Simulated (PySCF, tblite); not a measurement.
# Si21H34: electronic excitations, NMR shifts

What do calculations give for the electronic excitations, NMR shifts of Si21H34?

Computed with tblite 0.8.0 and PySCF 2.14.0 and routines of our own; the level stands in each step. Atoms count from 0.

## 1. The starting structure

55 atoms, charge 0, multiplicity 1; geometry from: force field, distance geometry or constructed start.

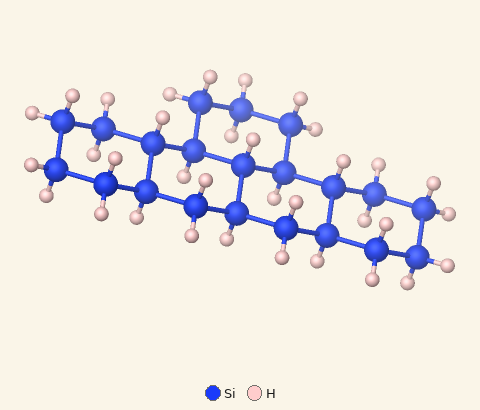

The starting geometry (silicon blue, hydrogen pink).

## 2. Relaxing the molecule with GFN2-xTB

The job: settings as JSON, then the geometry in Å.

```
{"job": {"kind": "relax", "xc": "GFN2-xTB", "basis": "xTB"}, "charge": 0, "multiplicity": 1}
Si     3.511700     2.427800    -0.410900
Si     1.574900     3.545700     0.333800
Si    -0.345500     2.427300    -0.408300
Si    -0.351400     0.206900     0.334500
Si     1.577100    -0.912300    -0.405900
Si     3.503500     0.202000     0.338100
Si    -2.279300    -0.909400    -0.412600
Si    -2.276000    -3.135500     0.342200
Si    -0.348000    -4.253800    -0.409700
Si     1.575300    -3.139000     0.342300
Si    -2.281500     3.541900     0.338600
Si    -4.210600     2.427600    -0.409300
Si    -4.211500     0.203200     0.345700
Si     5.437700     5.769600    -0.412000
Si     3.504600     6.888900     0.340900
Si     1.576200     5.770800    -0.403000
Si     5.435900     3.545000     0.341600
Si    -4.209200    -4.255100    -0.410300
Si    -4.208700    -6.477100     0.343200
Si    -2.276600    -7.591500    -0.406600
Si    -0.353000    -6.475100     0.342200
H      3.505900     2.431100    -1.849500
H      1.581500     3.547700     1.787300
H     -0.354900     2.425300    -1.850800
H     -0.350200     0.205100     1.781600
H      1.572000    -0.912000    -1.846800
H      3.507500     0.204800     1.780000
H      4.682900    -0.476300    -0.135000
H     -2.278800    -0.910700    -1.851300
H     -2.278300    -3.137800     1.784100
H     -0.347100    -4.251100    -1.850400
H      1.576200    -3.136900     1.780900
H      2.753700    -3.817400    -0.138100
H     -2.277300     3.541800     1.784400
H     -2.278200     4.903600    -0.139500
H     -4.207600     2.431800    -1.852200
H     -5.385600     3.109000     0.063600
H     -4.207200     0.205000     1.778100
H     -5.383700    -0.480800    -0.136300
H      5.430700     5.773600    -1.848100
H      6.612100     6.447300     0.071500
H      3.512700     6.878200     1.784400
H      3.511700     8.243500    -0.139800
H      1.580700     5.769700    -1.851100
H      0.397700     6.451300     0.070100
H      5.433600     3.544700     1.777300
H      6.614600     2.863900    -0.136800
H     -4.208400    -4.249100    -1.847000
H     -5.383200    -3.572000     0.067900
H     -4.206200    -6.478200     1.782700
H     -5.385700    -7.165500    -0.133100
H     -2.272800    -7.591100    -1.849600
H     -2.279800    -8.951500     0.067800
H     -0.354100    -6.480500     1.777700
H      0.826700    -7.159100    -0.134700
```

Command:

```bash
> OMP_NUM_THREADS=2 python large_run.py task.json out
```

One launch serves the whole session: the jobs run in the order shown.

Standard output:

```text
step      E/eV     max force
  0   -1451.11308    1.420
  1   -1451.56126    0.689
  2   -1451.70506    0.218
  3   -1451.72398    0.197
  4   -1451.77508    0.248
  5   -1451.81767    0.289
  6   -1451.85141    0.238
  7   -1451.86780    0.165
  8   -1451.88191    0.160
  9   -1451.89919    0.254
 10   -1451.91752    0.290
 11   -1451.93030    0.212
 12   -1451.93730    0.139
 13   -1451.94192    0.084
 14   -1451.94593    0.112
 15   -1451.95002    0.117
 16   -1451.95429    0.140
 17   -1451.95887    0.153
 18   -1451.96441    0.158
 19   -1451.97130    0.194
 20   -1451.97862    0.186
 21   -1451.98502    0.133
 22   -1451.99035    0.121
 23   -1451.99518    0.104
 24   -1452.00004    0.121
 25   -1452.00475    0.148
 26   -1452.00841    0.131
 27   -1452.01090    0.092
 28   -1452.01256    0.055
 29   -1452.01362    0.048
 30   -1452.01438    0.051
 31   -1452.01511    0.054
 32   -1452.01594    0.059
 33   -1452.01689    0.054
 34   -1452.01786    0.059
 35   -1452.01888    0.052
 36   -1452.02012    0.060
 37   -1452.02157    0.072
 38   -1452.02286    0.059
 39   -1452.02365    0.043
 40   -1452.02406    0.029
 41   -1452.02439    0.031
 42   -1452.02481    0.044
 43   -1452.02536    0.064
 44   -1452.02603    0.066
 45   -1452.02675    0.048
 46   -1452.02743    0.035
 47   -1452.02797    0.040
 48   -1452.02838    0.048
 49   -1452.02872    0.044
 50   -1452.02903    0.031
 51   -1452.02932    0.024
 52   -1452.02962    0.030
 53   -1452.02991    0.042
 54   -1452.03018    0.042
 55   -1452.03039    0.028
 56   -1452.03052    0.021
 57   -1452.03061    0.014
```

Run time: 11 s. Hardware: 2 threads of Arm Neoverse N1, shared host; peak memory 0.16 GiB.

Step by step:

| step | energy from step 0 (eV) | largest force (eV/Å) |
| --- | --- | --- |
| 0 | 0.0000 | 1.4193 |
| 1 | -0.4482 | 0.6885 |
| 2 | -0.5920 | 0.2181 |
| 3 | -0.6109 | 0.1971 |
| 4 | -0.6620 | 0.2481 |
| 5 | -0.7046 | 0.2894 |
| 6 | -0.7383 | 0.2380 |
| 7 | -0.7547 | 0.1655 |
| 8 | -0.7688 | 0.1594 |
| 12 | -0.8242 | 0.1391 |
| 16 | -0.8412 | 0.1408 |
| 20 | -0.8655 | 0.1858 |
| 24 | -0.8870 | 0.1208 |
| 28 | -0.8995 | 0.0554 |
| 32 | -0.9029 | 0.0591 |
| 36 | -0.9070 | 0.0598 |
| 40 | -0.9110 | 0.0295 |
| 44 | -0.9129 | 0.0661 |
| 48 | -0.9153 | 0.0478 |
| 53 | -0.9168 | 0.0420 |
| 54 | -0.9171 | 0.0417 |
| 55 | -0.9173 | 0.0285 |
| 56 | -0.9174 | 0.0210 |
| 57 | -0.9175 | 0.0146 |

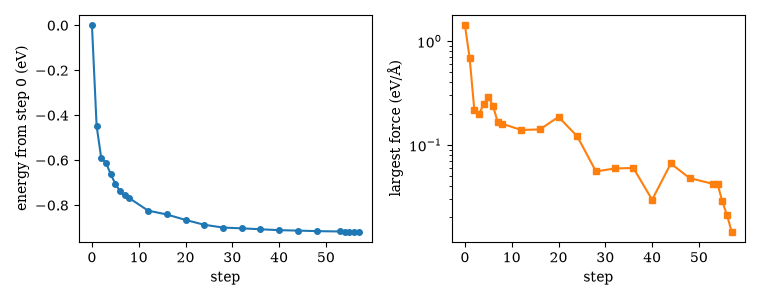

Energy and largest force along the relaxation.

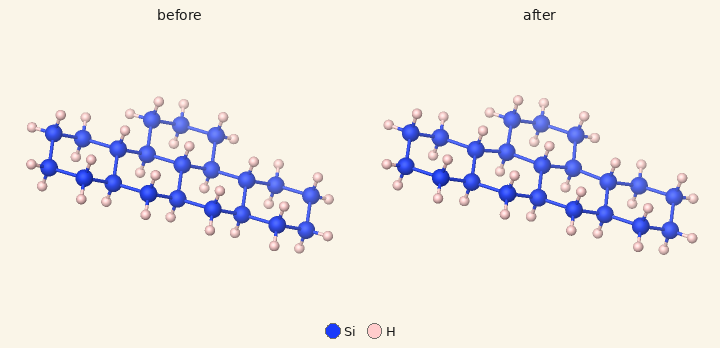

The geometry before (left) and after (right).

Distances of close pairs at the start and the end, largest changes first:

| bond | before (Å) | after (Å) | change (Å) |
| --- | --- | --- | --- |
| Si6–H28 | 1.439 | 1.489 | +0.051 |
| Si0–H21 | 1.439 | 1.487 | +0.049 |
| Si7–H29 | 1.442 | 1.490 | +0.048 |
| Si2–H23 | 1.443 | 1.489 | +0.047 |
| Si8–H30 | 1.441 | 1.487 | +0.046 |
| Si4–H25 | 1.441 | 1.487 | +0.046 |
| Si3–H24 | 1.447 | 1.489 | +0.042 |
| Si12–H37 | 1.432 | 1.474 | +0.042 |

The end geometry stands in the next job.

## 3. Electronic excitations: TDDFT PBE0/6-31G*

The job: settings as JSON, then the geometry in Å.

```
{"job": {"kind": "uv", "basis": "6-31G*", "grid": 1, "kgrid": 0, "vcut": 1.5, "nstates": 6, "ntriplets": 2, "tda": false, "delta": ["ip_vertical"], "pop": true, "xc": "PBE0"}, "charge": 0, "multiplicity": 1}
Si     3.636903     2.516217    -0.319154
Si     1.635346     3.641171     0.229206
Si    -0.340935     2.494130    -0.310296
Si    -0.358545     0.207261     0.261014
Si     1.615914    -0.932849    -0.311452
Si     3.526108     0.268149     0.295536
Si    -2.330053    -0.951034    -0.309691
Si    -2.335206    -3.236038     0.229828
Si    -0.359407    -4.407294    -0.317951
Si     1.531619    -3.186963     0.296738
Si    -2.332851     3.557411     0.294185
Si    -4.271227     2.465972    -0.382174
Si    -4.247102     0.241740     0.294610
Si     5.541131     5.950817    -0.391044
Si     3.610167     7.041377     0.307837
Si     1.700283     5.899147    -0.369481
Si     5.547199     3.725633     0.291886
Si    -4.258258    -4.422144    -0.369205
Si    -4.292356    -6.647040     0.308446
Si    -2.382339    -7.773793    -0.390095
Si    -0.452252    -6.666495     0.293729
H      3.637075     2.524061    -1.806290
H      1.642823     3.641350     1.718552
H     -0.342483     2.466281    -1.799467
H     -0.366263     0.211891     1.750296
H      1.589473    -0.917614    -1.798453
H      3.598414     0.232258     1.768101
H      4.749199    -0.443739    -0.115988
H     -2.306545    -0.936517    -1.798771
H     -2.331939    -3.243109     1.719438
H     -0.366551    -4.411813    -1.805124
H      1.598443    -3.230699     1.769245
H      2.759618    -3.890331    -0.114271
H     -2.330571     3.635952     1.766548
H     -2.311538     4.969915    -0.117827
H     -4.329690     2.499850    -1.854151
H     -5.500632     3.175470     0.011175
H     -4.313593     0.201010     1.766993
H     -5.459508    -0.483570    -0.117025
H      5.591627     5.984762    -1.862595
H      6.766313     6.667497    -0.005866
H      3.620338     7.088884     1.780623
H      3.600394     8.464352    -0.066757
H      1.628782     5.953508    -1.840924
H      0.469173     6.584909     0.053302
H      5.619644     3.700569     1.763732
H      6.775034     3.021192    -0.110489
H     -4.339866    -4.386716    -1.840778
H     -5.467869    -3.698712     0.053241
H     -4.328695    -6.680016     1.781061
H     -5.529292    -7.350366    -0.066039
H     -2.385383    -7.833841    -1.861721
H     -2.390298    -9.193572    -0.006138
H     -0.395215    -6.716044     1.765722
H      0.772130    -7.377546    -0.108036
```

With the program's defaults for keys left out, this is: TDDFT PBE0/6-31G*, vertical, gas phase, core orbitals frozen in the response, virtual orbitals cut by energy.

Standard output:

```text
start: PBE on a coarse grid of 52749 points
cycle   1  E = -6096.7741262834  dE =  5.619e-01  |g| = 3.041e-01  |ddm| = 6.836e+00
cycle   2  E = -6096.8012688383  dE = -2.714e-02  |g| = 1.491e-01  |ddm| = 7.679e-01
cycle   3  E = -6096.8076388369  dE = -6.370e-03  |g| = 9.258e-02  |ddm| = 4.753e-01
cycle   4  E = -6096.8114085041  dE = -3.770e-03  |g| = 1.722e-02  |ddm| = 2.315e-01
cycle   5  E = -6096.8115154292  dE = -1.069e-04  |g| = 8.352e-03  |ddm| = 5.266e-02
final grid: 203866 points
cycle   6  E = -6097.0195990728  dE = -1.401e-02  |g| = 2.678e-02  |ddm| = 4.824e-01
cycle   7  E = -6097.0197644575  dE = -1.654e-04  |g| = 1.761e-02  |ddm| = 9.503e-02
cycle   8  E = -6097.0198899591  dE = -1.255e-04  |g| = 5.766e-03  |ddm| = 4.599e-02
cycle   9  E = -6097.0198961124  dE = -6.153e-06  |g| = 1.935e-03  |ddm| = 1.482e-02
cycle  10  E = -6097.0199037770  dE = -7.665e-06  |g| = 3.573e-04  |ddm| = 5.269e-03
cycle  11  E = -6097.0199047040  dE = -9.269e-07  |g| = 1.465e-04  |ddm| = 1.067e-03
cycle  12  E = -6097.0199007917  dE =  3.912e-06  |g| = 2.648e-05  |ddm| = 3.643e-04
converged SCF energy = -6097.0199007917
Vertical ionisation energy (delta-SCF) = 8.0518 eV   <S^2> = 0.755

Static polarisability (au): isotropic 655.466, principal 354.343 645.467 966.587

Singlet excitations
state   eV       nm        f      main configurations
  1   4.4035    281.6   0.00701   H->L 0.95
  2   4.5791    270.8   0.00226   H-1->L 0.97
  3   4.8300    256.7   0.73111   H->L+1 0.87
  4   4.8881    253.6   0.10678   H-1->L+1 0.93
  5   4.8968    253.2   0.17518   H-2->L 0.85
  6   4.9992    248.0   0.03428   H-2->L+1 0.33, H->L+2 0.30, H-1->L+3 0.16

Triplet excitations (Tamm-Dancoff, eV): 4.1204 4.3442
```

Run time: 8.2 min. Hardware: 2 threads of Arm Neoverse N1, shared host; peak memory 1.9 GiB.

The orbitals next to the gap, with their largest atomic shares:

| orbital | eV | atoms |
| --- | --- | --- |
| HOMO−4 | -7.88 | Si7 9 %, Si1 9 %, Si17 8 % |
| HOMO−3 | -7.81 | Si20 8 %, Si16 8 %, Si8 7 % |
| HOMO−2 | -7.52 | Si0 10 %, Si8 10 %, Si1 10 % |
| HOMO−1 | -7.27 | Si4 13 %, Si3 13 %, Si6 8 % |
| HOMO | -7.12 | Si3 10 %, Si2 10 %, Si6 10 % |
| LUMO | -1.88 | Si4 9 %, Si5 8 %, Si9 8 % |
| LUMO+1 | -1.61 | Si6 8 %, Si2 8 %, Si7 6 % |
| LUMO+2 | -1.27 | Si3 14 %, Si4 9 %, Si2 8 % |
| LUMO+3 | -1.26 | Si6 10 %, Si2 10 %, Si12 10 % |

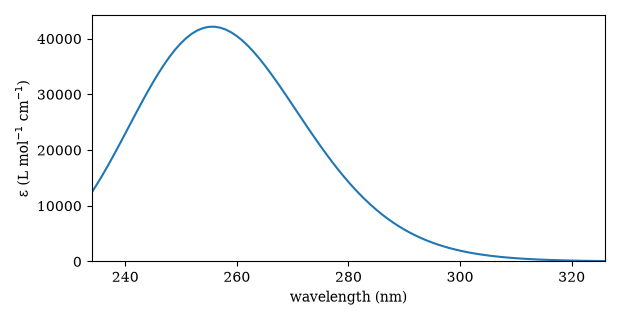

Absorption spectrum: each of the 6 states is a Gaussian band of 0.4 eV half-width at 1/e. Beyond the last state computed it falls off for lack of states.

Further results of this job:

| property | computed |
| --- | --- |
| dipole moment (D) | 0.24 |
| polarisability (Å³) | 97.13 |
| HOMO–LUMO gap (eV) | 5.25 |
| −ε(HOMO) (eV) | 7.12 |

## 4. NMR shifts: GIAO KT3/pcSseg-1

Settings changed since step 3:

```diff
@@ -1,2 +1,2 @@
-{"job": {"kind": "uv", "basis": "6-31G*", "grid": 1, "kgrid": 0, "vcut": 1.5, "nstates": 6, "ntriplets": 2, "tda": false, "delta": ["ip_vertical"], "pop": true, "xc": "PBE0"}, "charge": 0, "multiplicity": 1}
+{"job": {"kind": "nmr", "xc": "KT3", "basis": "pcSseg-1", "pop": false}, "charge": 0, "multiplicity": 1}
 Si     3.636903     2.516217    -0.319154
```

With the program's defaults for keys left out, this is: GIAO KT3/pcSseg-1 NMR shielding, non-relativistic, gas phase.

Standard output:

```text
start: PBE on a coarse grid of 52749 points
cycle   1  E = -6096.4129391003  dE =  4.806e-01  |g| = 3.998e-01  |ddm| = 7.211e+00
cycle   2  E = -6096.4423234709  dE = -2.938e-02  |g| = 2.507e-01  |ddm| = 8.662e-01
cycle   3  E = -6096.4560516628  dE = -1.373e-02  |g| = 1.150e-01  |ddm| = 5.908e-01
cycle   4  E = -6096.4616572430  dE = -5.606e-03  |g| = 2.151e-02  |ddm| = 2.957e-01
cycle   5  E = -6096.4617999870  dE = -1.427e-04  |g| = 1.190e-02  |ddm| = 6.778e-02
cycle   6  E = -6096.4618541115  dE = -5.412e-05  |g| = 2.743e-03  |ddm| = 2.655e-02
final grid: 397439 points
cycle   7  E = -6148.5376563027  dE = -1.142e-01  |g| = 5.495e-01  |ddm| = 1.359e+00
cycle   8  E = -6148.5493083336  dE = -1.165e-02  |g| = 2.593e-01  |ddm| = 6.183e-01
cycle   9  E = -6148.5536974806  dE = -4.389e-03  |g| = 3.277e-02  |ddm| = 2.607e-01
cycle  10  E = -6148.5541246593  dE = -4.272e-04  |g| = 7.083e-03  |ddm| = 7.004e-02
cycle  11  E = -6148.5541406624  dE = -1.600e-05  |g| = 1.867e-03  |ddm| = 1.951e-02
cycle  12  E = -6148.5541410889  dE = -4.266e-07  |g| = 6.939e-04  |ddm| = 5.458e-03
cycle  13  E = -6148.5541419571  dE = -8.682e-07  |g| = 2.487e-04  |ddm| = 2.122e-03
cycle  14  E = -6148.5541405236  dE =  1.434e-06  |g| = 7.008e-05  |ddm| = 6.420e-04
converged SCF energy = -6148.5541405236

GIAO shielding tensors (ppm)
atom      isotropic    diamagn.    paramagn.     s11        s22        s33       span
  0 Si     472.835     887.125    -414.290    439.728    487.076    491.701     51.973
  1 Si     470.125     886.868    -416.744    431.158    486.153    493.063     61.905
  2 Si     465.751     887.731    -421.980    426.403    483.809    487.041     60.638
  3 Si     463.615     888.163    -424.548    421.313    482.980    486.552     65.239
  4 Si     469.930     887.804    -417.874    437.034    482.417    490.341     53.307
  5 Si     464.545     885.682    -421.138    435.222    469.596    488.816     53.594
  6 Si     465.827     887.749    -421.922    426.529    483.925    487.026     60.497
  7 Si     469.969     886.867    -416.897    430.969    485.967    492.972     62.002
  8 Si     472.791     887.121    -414.330    439.721    487.029    491.623     51.902
  9 Si     464.595     885.686    -421.091    435.303    469.658    488.822     53.518
 10 Si     471.475     885.986    -414.511    453.371    470.386    490.667     37.296
 11 Si     471.936     884.945    -413.009    448.992    475.449    491.368     42.377
 12 Si     471.529     885.982    -414.453    453.613    470.355    490.618     37.005
 13 Si     474.189     881.881    -407.692    453.609    476.637    492.322     38.713
 14 Si     474.134     882.299    -408.165    452.916    476.866    492.622     39.706
 15 Si     471.194     884.881    -413.687    452.681    469.872    491.029     38.348
 16 Si     467.913     883.551    -415.638    443.477    468.125    492.138     48.662
 17 Si     471.153     884.888    -413.735    452.593    469.945    490.920     38.327
 18 Si     474.170     882.301    -408.131    452.891    476.931    492.687     39.797
 19 Si     474.180     881.889    -407.709    453.536    476.596    492.407     38.870
 20 Si     467.824     883.538    -415.715    443.373    468.073    492.026     48.653
 21 H       28.046      34.709      -6.663     24.995     27.672     31.471      6.476
 22 H       28.032      35.032      -7.000     25.252     27.865     30.981      5.729
 23 H       27.991      36.013      -8.023     25.495     27.688     30.790      5.295
 24 H       27.860      36.794      -8.934     26.028     27.576     29.974      3.946
 25 H       27.918      35.641      -7.723     25.130     27.789     30.833      5.703
 26 H       28.101      33.840      -5.739     24.364     27.898     32.041      7.676
 27 H       28.082      32.749      -4.668     22.337     27.551     34.357     12.019
 28 H       27.993      36.018      -8.025     25.496     27.691     30.793      5.296
 29 H       28.028      35.030      -7.002     25.249     27.859     30.978      5.729
 30 H       28.046      34.715      -6.669     24.997     27.672     31.470      6.473
 31 H       28.103      33.842      -5.739     24.368     27.897     32.043      7.675
 32 H       28.084      32.749      -4.665     22.338     27.553     34.360     12.022
 33 H       28.243      33.194      -4.951     25.237     26.925     32.567      7.330
 34 H       28.069      32.522      -4.453     22.205     27.591     34.410     12.205
 35 H       28.199      32.294      -4.095     25.724     25.862     33.011      7.286
 36 H       27.987      29.921      -1.934     23.283     25.314     35.364     12.081
 37 H       28.245      33.190      -4.945     25.239     26.926     32.570      7.331
 38 H       28.071      32.516      -4.445     22.210     27.592     34.410     12.200
 39 H       28.221      29.314      -1.093     25.200     26.235     33.228      8.028
 40 H       28.061      26.600       1.461     23.600     25.128     35.455     11.855
 41 H       28.229      29.679      -1.450     25.232     26.304     33.150      7.918
 42 H       28.042      27.136       0.906     23.495     25.282     35.350     11.855
 43 H       28.279      31.807      -3.527     24.759     27.365     32.714      7.955
 44 H       28.059      31.073      -3.014     22.261     27.981     33.935     11.674
 45 H       28.213      30.688      -2.475     24.833     26.938     32.867      8.033
 46 H       28.068      29.395      -1.327     23.000     26.567     34.637     11.636
 47 H       28.277      31.814      -3.536     24.758     27.365     32.709      7.951
 48 H       28.057      31.079      -3.022     22.257     27.980     33.934     11.677
 49 H       28.231      29.678      -1.447     25.235     26.305     33.153      7.918
 50 H       28.044      27.130       0.914     23.495     25.284     35.354     11.859
 51 H       28.220      29.320      -1.100     25.199     26.237     33.224      8.025
 52 H       28.059      26.602       1.457     23.597     25.127     35.453     11.857
 53 H       28.210      30.679      -2.468     24.834     26.935     32.862      8.028
 54 H       28.065      29.383      -1.318     22.996     26.566     34.634     11.637
```

It took 77 s on 2 threads of Arm Neoverse N1, shared host; peak memory 1.1 GiB.

The references, computed at this level on geometries of the same kind, shield at (ppm): ¹H TMS 31.76, ²⁹Si TMS 361.7. Their shielding less the atom's gives the shift. The references are single molecules in the gas phase. Atoms listed in one row are averaged.

| atoms | environment | σ (ppm) | δ (ppm) |
| --- | --- | --- | --- |
| H24 | hydrogen on a silicon bonded to 3 Si | 27.86 | 3.90 |
| H25 | hydrogen on a silicon bonded to 3 Si | 27.92 | 3.84 |
| H36 | hydrogen on a silicon bonded to 2 Si | 27.99 | 3.77 |
| H23, H28 | hydrogen on a silicon bonded to 3 Si | 27.99 | 3.77 |
| H22, H29 | hydrogen on a silicon bonded to 3 Si | 28.03 | 3.73 |
| H42, H50 | hydrogen on a silicon bonded to 2 Si | 28.04 | 3.72 |
| H21, H30 | hydrogen on a silicon bonded to 3 Si | 28.05 | 3.71 |
| H44, H48 | hydrogen on a silicon bonded to 2 Si | 28.06 | 3.70 |
| H40, H52 | hydrogen on a silicon bonded to 2 Si | 28.06 | 3.70 |
| H46, H54 | hydrogen on a silicon bonded to 2 Si | 28.07 | 3.69 |
| H34, H38 | hydrogen on a silicon bonded to 2 Si | 28.07 | 3.69 |
| H27, H32 | hydrogen on a silicon bonded to 2 Si | 28.08 | 3.68 |
| H26, H31 | hydrogen on a silicon bonded to 2 Si | 28.10 | 3.66 |
| H35 | hydrogen on a silicon bonded to 2 Si | 28.20 | 3.56 |
| H45, H53 | hydrogen on a silicon bonded to 2 Si | 28.21 | 3.55 |
| H39, H51 | hydrogen on a silicon bonded to 2 Si | 28.22 | 3.54 |
| H41, H49 | hydrogen on a silicon bonded to 2 Si | 28.23 | 3.53 |
| H33, H37 | hydrogen on a silicon bonded to 2 Si | 28.24 | 3.52 |
| H43, H47 | hydrogen on a silicon bonded to 2 Si | 28.28 | 3.48 |
| Si3 | silicon bonded to 3 Si, H | 463.6 | -101.9 |
| Si5, Si9 | silicon bonded to 2 Si, 2 H | 464.6 | -102.9 |
| Si2, Si6 | silicon bonded to 3 Si, H | 465.8 | -104.1 |
| Si16, Si20 | silicon bonded to 2 Si, 2 H | 467.9 | -106.2 |
| Si4 | silicon bonded to 3 Si, H | 469.9 | -108.3 |
| Si1, Si7 | silicon bonded to 3 Si, H | 470.0 | -108.4 |
| Si15, Si17 | silicon bonded to 2 Si, 2 H | 471.2 | -109.5 |
| Si10, Si12 | silicon bonded to 2 Si, 2 H | 471.5 | -109.8 |
| Si11 | silicon bonded to 2 Si, 2 H | 471.9 | -110.3 |
| Si0, Si8 | silicon bonded to 3 Si, H | 472.8 | -111.1 |
| Si14, Si18 | silicon bonded to 2 Si, 2 H | 474.2 | -112.5 |
| Si13, Si19 | silicon bonded to 2 Si, 2 H | 474.2 | -112.5 |

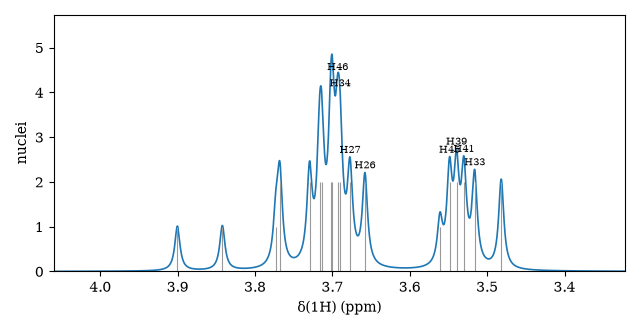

¹H lines at the computed shifts, without couplings. Lines are broadened to a width of 0.01 ppm (Lorentzian).

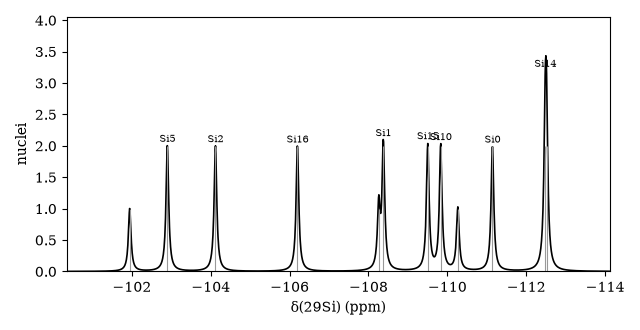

²⁹Si lines at the computed shifts, without couplings. Lines are broadened to a width of 0.08 ppm (Lorentzian).

Ring of atoms Si0, Si1, Si2, Si3, Si4, Si5: NICS(0) -2.2, NICS(1) -1.6, NICS(1)zz 7.7 ppm (means of both faces).

Ring of atoms Si0, Si1, Si13, Si14, Si15, Si16: NICS(0) -2.3, NICS(1) -1.8, NICS(1)zz 6.3 ppm (means of both faces).

Ring of atoms Si2, Si3, Si6, Si10, Si11, Si12: NICS(0) -2.5, NICS(1) -1.8, NICS(1)zz 6.7 ppm (means of both faces).

## 5. What came out

```
                                                               quantity                                                                                               value
                                           lowest singlet (PBE0/6-31G*)                                                                         4.40 eV (282 nm), f = 0.007
                               brightest single state of those computed                                                                         state 3, 4.83 eV, f = 0.731
                                                         lowest triplet                                                                                             4.12 eV
  ¹H shifts against TMS (KT3/pcSseg-1, means over atoms taken as alike)     3.90, 3.84, 3.77, 3.77, 3.73, 3.72, 3.71, 3.70, 3.70, 3.69, 3.69, 3.68, 3.66, 3.56 ppm and more
²⁹Si shifts against TMS (KT3/pcSseg-1, means over atoms taken as alike)  -101.9, -102.9, -104.1, -106.2, -108.3, -108.4, -109.5, -109.8, -110.3, -111.1, -112.5, -112.5 ppm
```

What this shows: The lowest singlet, at 4.40 eV, is HOMO→LUMO 0.95 and is weak; of the 6 states computed, the strongest absorption comes from state 3 at 4.83 eV. The lowest triplet lies 0.28 eV below the lowest singlet (triplets in Tamm-Dancoff, singlets in full TDDFT).
